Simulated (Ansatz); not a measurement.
**GeH₃ (charge −1): density, localisation and related maps**

Input

```
crystal:
  periodic: [false, false, false]
  atoms:
    - {symbol: Ge, position_ang: [-0.005633, 0.005426, 0.671560]}
    - {symbol: H, position_ang: [1.340572, -0.031746, -0.212405]}
    - {symbol: H, position_ang: [-0.641376, 1.172660, -0.238720]}
    - {symbol: H, position_ang: [-0.693563, -1.146350, -0.220425]}
basis:
  gaussian: {orbitals: def2-TZVPD, initial_orbitals: start.molden}
total_charge: -1
hamiltonian: {xc: pbe0, dispersion: d4}
output: {orbitals: {seedname: orbitals}}
```

Run with:

```sh
ansatz run in.yaml --threads 4 --pin off --events-out ev --progress --plain --max-ram 3916MiB
```

Geometry: r2SCAN-D4/def2-TZVPD; the highest occupied orbital lies above zero, a sign that basis and functional describe the outermost electron poorly.

Level of theory: RKS PBE0-D4/def2-TZVPD (Ansatz 0.2.0).

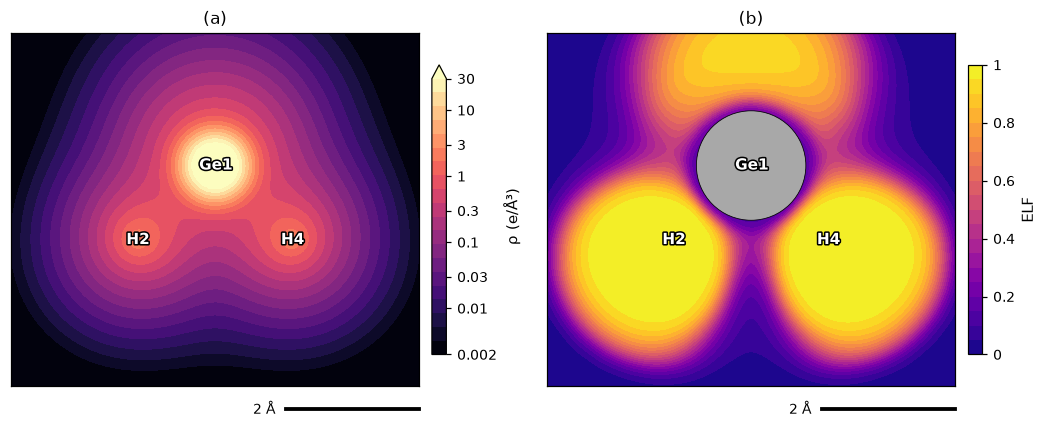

Figure 1. (a) electron density; (b) ELF on the plane of atoms H2, Ge1 and H4. Grey discs cover the atomic cores in the ELF map.

Q: What does the map show?

A: The section cuts through Ge and H sites.
Ge–H (1.61 Å): the density is about 0.85 e/Å³ at the midpoint; the ELF climbs to about 1 towards the hydrogen.

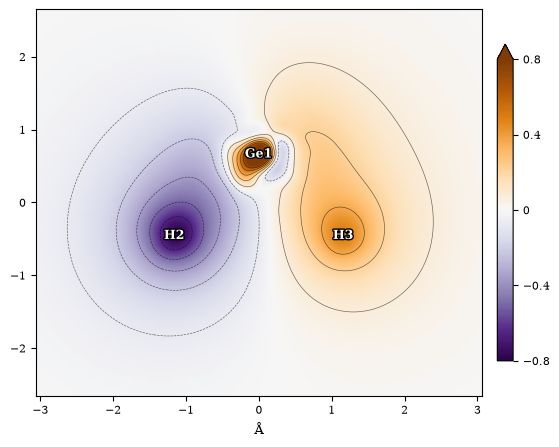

Figure 2. The HOMO−1 on the plane of atoms H2, Ge1 and H3 (values in Å⁻³ᐟ²; the overall sign is arbitrary).

Q: Describe this orbital and give its energy.

A: It lies mainly on Ge1 (about 45 %), H2 (about 35 %), H3 (about 10 %) and H4 (about 10 %). It is one of a degenerate set, so its orientation is arbitrary. Its energy is −2.52 eV.

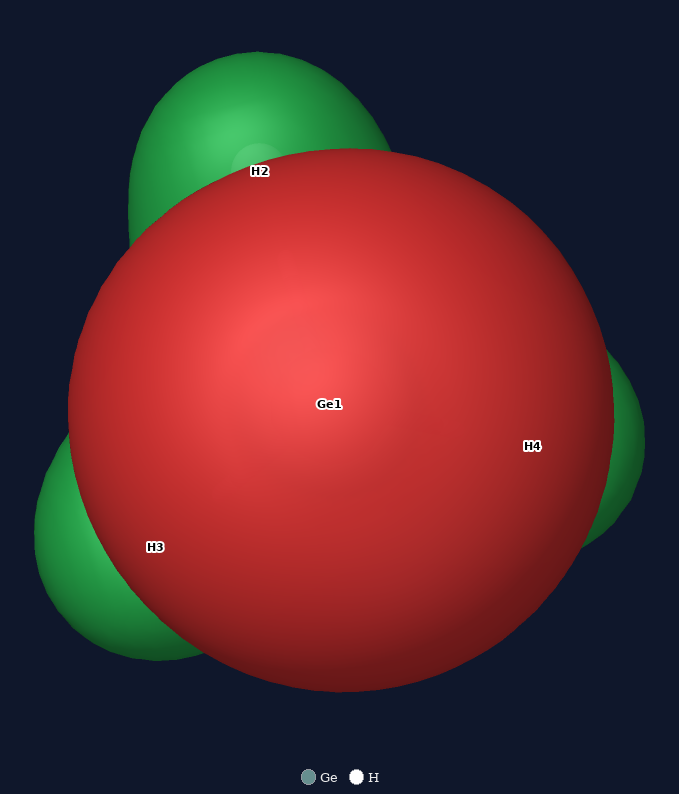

Figure 3. The HOMO at ±0.1 Å⁻³ᐟ² (green and red are the two phases), seen at a tilt.

Q: Describe this orbital and give its energy.

A: Its weight (Hirshfeld) is mainly on Ge1 (about 80 %), H2 (about 5 %), H3 (about 5 %) and H4 (about 5 %). Its energy is 0.03 eV.
